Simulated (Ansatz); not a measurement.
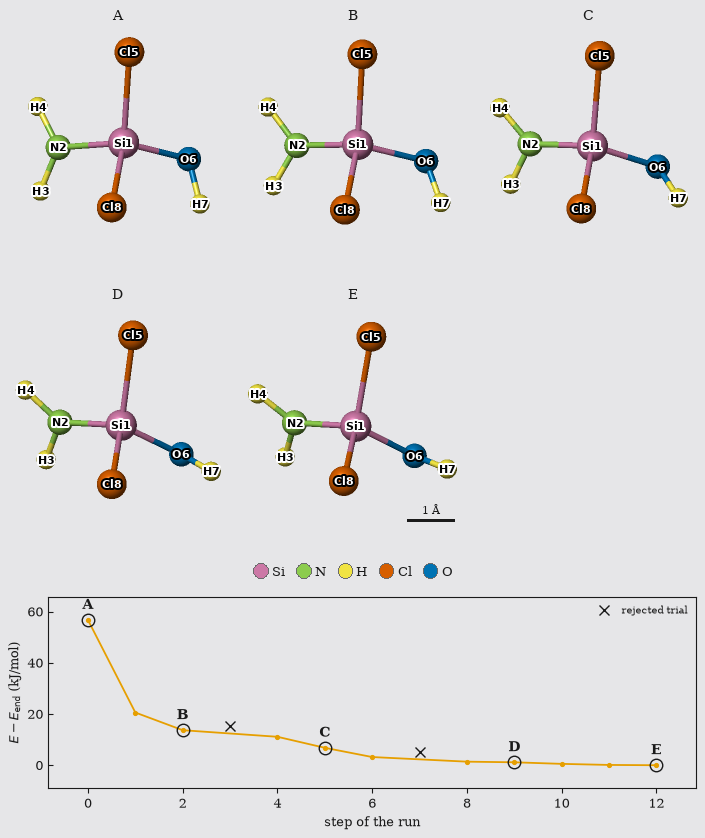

Frames of a relaxation of SiNH3OCl2, marked on the history of the run. The picture is a ball-and-stick view, seen from a free direction.

The run prepares the start of a later molecular dynamics calculation, from a guessed geometry.

Level of theory: Ansatz, RKS CAM-B3LYP-D4/STO-3G. (no spin polarisation; force threshold 0.02 eV/Å; at most 40 steps)

Question: What happens along the run?

Answer: Over 10 accepted moves (12 points after the start) the energy falls by 56.7 kJ/mol. The largest force component goes from 3.1 to 0.015 eV/Å. The line search rejected the trial steps at points 3, 7 of the run. H4 moves most after the best rigid fit: 0.64 Å. By element the largest moves are H 0.64 Å, O 0.46 Å, Cl 0.28 Å, Si 0.17 Å, N 0.09 Å. Near-neighbour distances that change, for instance: Si1–N2 1.820 → 1.682 Å, N2–H3 1.060 → 1.029 Å, Si1–Cl5 2.130 → 2.100 Å, Si1–Cl8 2.128 → 2.116 Å. Bond angles that change, for instance: H3–N2–H4 120.0° → 113.1°, N2–Si1–Cl8 109.5° → 115.4°, Cl5–Si1–O6 109.5° → 114.4°. Groups turn about Si1–O6 by about 65°, Si1–N2 by about 45°. From step 0 to 2: H4 moves most (0.28 Å), energy −43.0 kJ/mol. From step 2 to 5: H7 moves most (0.18 Å), energy −6.88 kJ/mol. From step 5 to 9: H3 moves most (0.25 Å), energy −5.66 kJ/mol. From step 9 to 12: H3 moves most (0.15 Å), energy −1.15 kJ/mol.

Limits of the set-up: STO-3G is a minimal basis, so the numbers are rough.
